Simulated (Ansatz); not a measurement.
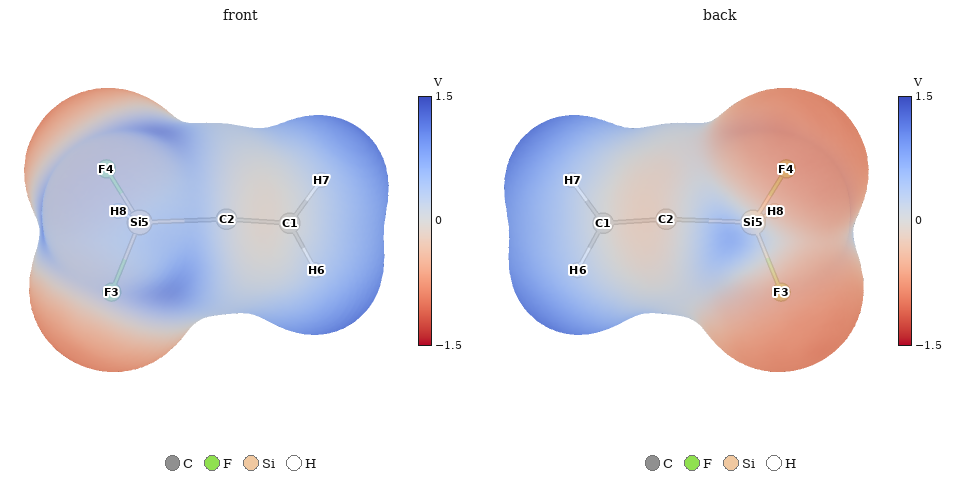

Figure. C$_{2}$H$_{3}$F$_{2}$Si (doublet). The molecular electrostatic potential painted on the density surface at 0.001 e/bohr³, seen from the front and from behind; the colour scale runs from red (negative) to blue (positive).

Geometry: BLYP-D3(BJ)/def2-SVP.

These are results of Ansatz 0.2.0, isolated molecule in a Gaussian basis; Kohn-Sham density functional theory, functional PBE0, not measurements.

```yaml
atoms:
  - { symbol: C, position_ang: [0.2987, 1.9020, -0.7004] }
  - { symbol: C, position_ang: [0.4654, 0.7175, -1.2492] }
  - { symbol: F, position_ang: [1.1682, -0.5464, -3.6912] }
  - { symbol: F, position_ang: [-0.5257, -1.7637, -2.1366] }
  - { symbol: Si, position_ang: [0.8132, -0.8309, -2.1222] }
  - { symbol: H, position_ang: [0.7152, 2.8310, -1.1472] }
  - { symbol: H, position_ang: [-0.2709, 2.0512, 0.2419] }
  - { symbol: H, position_ang: [1.9309, -1.5877, -1.5071] }
```

Question: Where is the surface potential most negative and most positive?

Answer: The most negative region (about −0.9 V) lies over F3 and F4, the most positive (about +1.1 V) over H6 and H7.
